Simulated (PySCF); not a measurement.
# Cl3HSn, SMILES `Cl[SnH](Cl)Cl`: electronic structure

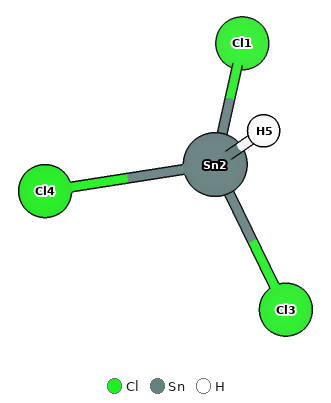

The molecule, with its atoms numbered as below. No frequency check shows the geometry to be a minimum.

Coordinates in Å:

```
Cl1      0.7219    2.0062   -0.4519
Sn2     -0.0001   -0.0001    0.4180
Cl3      1.3767   -1.6278   -0.4522
Cl4     -2.0984   -0.3778   -0.4522
H5      -0.0003   -0.0022    2.1597
```

## 1. Bonding charge

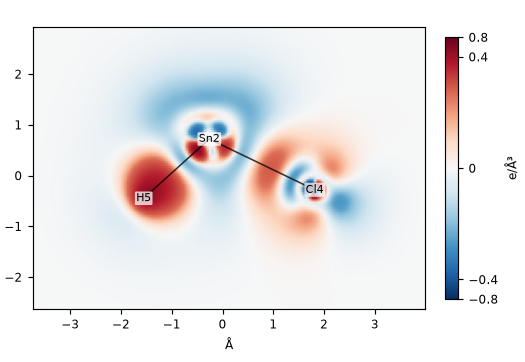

Deformation density (molecule less spherical, spin-averaged free atoms) in the plane of Sn2, Cl4 and H5; colour scale in e/Å³, logarithmic beyond ±0.1; red: gain, blue: loss.

Computed with PySCF, PBE0/def2-TZVP, geometry: GFN2-xTB. Core potentials replace the inner electrons of Sn; spin–orbit coupling isn't included.

> How much density has each bond in this plane gained at its critical point, relative to the free atoms?

Sn2–H5: +0.23 e/Å³ at the bond critical point (bond length 1.74 Å, Mayer order 0.9). Sn2–Cl4: +0.07 e/Å³ at the bond critical point (bond length 2.30 Å, Mayer order 1.0). In all, 1.2 electrons gather in the regions of gain relative to the promolecule. A small or negative value marks a very polar bond, one between electron-rich atoms, whose free-atom densities already overlap strongly, a long bond to a heavier atom, or a closed-shell contact such as a hydrogen bond.

## 2. Bond critical points

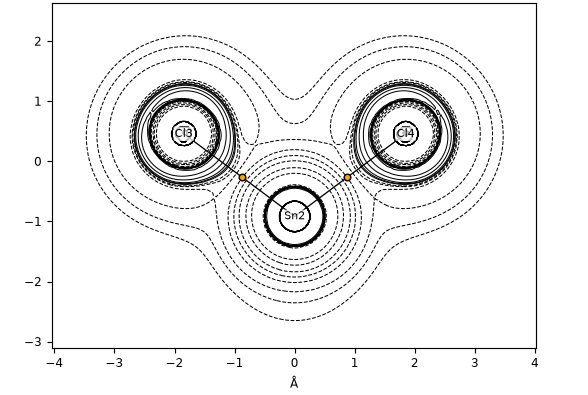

Negative Laplacian of the density (−∇²ρ) in the plane of Sn2, Cl3 and Cl4 (solid lines positive, dashed lines negative, contours at ±0.02 to ±8 a.u.), with bond paths and bond critical points (dots).

> Sort the bonds in the plane by the sign of ∇²ρ at their critical points.

At none is it concentrated. Depleted (∇²ρ > 0): Sn2–Cl3 and Sn2–Cl4 (+0.19 a.u., H = −0.034).

## 3. Electrostatic potential

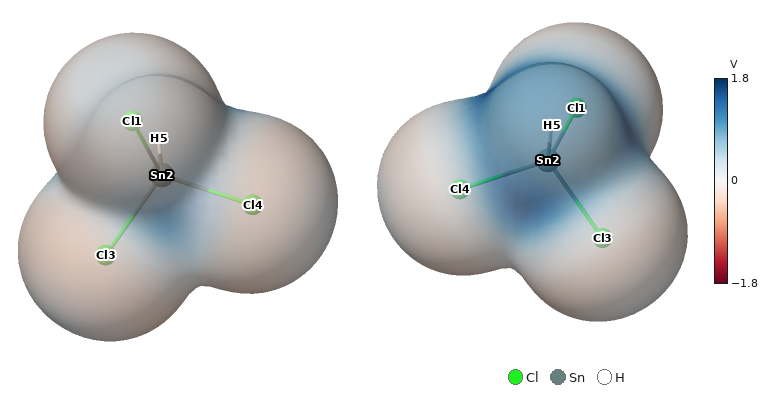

Electrostatic potential on the surface of electron density 0.001 a.u. (back view left, front view right).

> Where are the extremes of the potential on the surface?

Highest: 1.73 V, off the Sn2–H5 bond (2.1 to 2.2 Å from its atoms). Further maxima include 0.96 V, 1.4 Å from H5; 0.81 V, off the Sn2–Cl4 bond (2.3 to 2.5 Å from its atoms). Lowest: −0.34 V, 2.1 Å from Cl3, and at like points elsewhere. The surface is sampled at points, so like sites can differ by a few per cent and only the strongest of them is named.

> What volume does the surface enclose, and what is the dipole moment?

About 136 Å³; the dipole moment is 2.1 D.

## 4. In an electric field

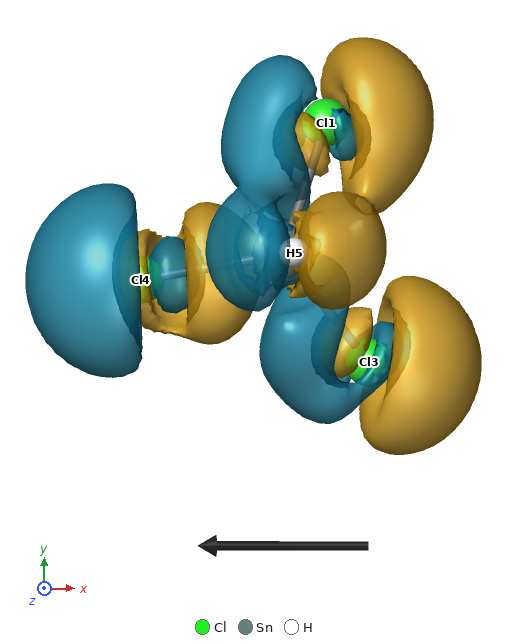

Change of the electron density in a uniform field of 0.21 V/Å along −x (arrow), surfaces at ±0.001 e/Å³ (yellow: gain, teal: loss).

PySCF calculation, PBE0/def2-TZVP, gas phase; geometry: GFN2-xTB. Core potentials replace the inner electrons of Sn; spin–orbit coupling isn't included. A basis without diffuse functions makes polarisabilities too small.

The field was applied in both directions; the picture shows the one opposite to the script's first.

> What dipole is induced, and what polarisability does it imply?

The induced dipole is 0.78 D (along the field); α along this axis, from the fields in both directions, is 76 bohr³ (11.3 Å³).

## 5. Removing or adding an electron

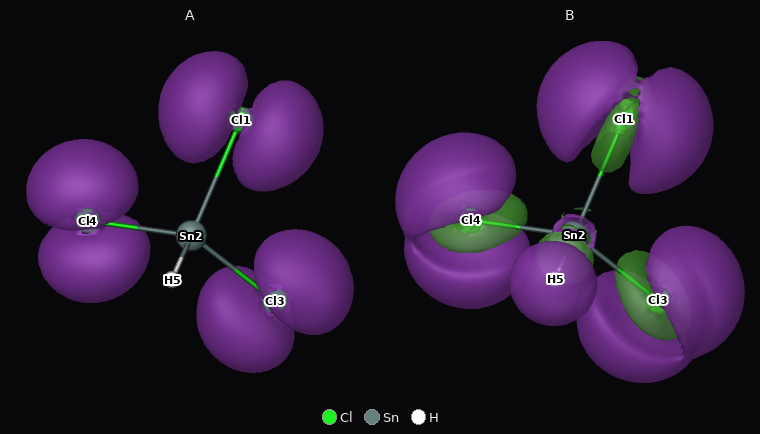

The Fukui function f⁻ from two separate SCF calculations and the density of the HOMO, at ±0.01 e/Å³ (purple positive, green negative).

PySCF calculation, PBE0/def2-TZVP, gas phase; geometry: GFN2-xTB. Core potentials replace the inner electrons of Sn; spin–orbit coupling isn't included.

> Which panel is which, and how good is the frozen-orbital picture?

B is f⁻ (it has negative regions), A the HOMO density. The HOMO lies on Cl1, Cl3 and Cl4 (32 % each); f⁻ (Hirshfeld-condensed) is largest on Cl1, Cl3 and Cl4 (0.28 each); the vertical ionisation energy is 11.35 eV (the stability of the cation's solution wasn't checked). Relaxation shifts 12 % of the electron between atoms. The orbital energy is −9.40 eV.
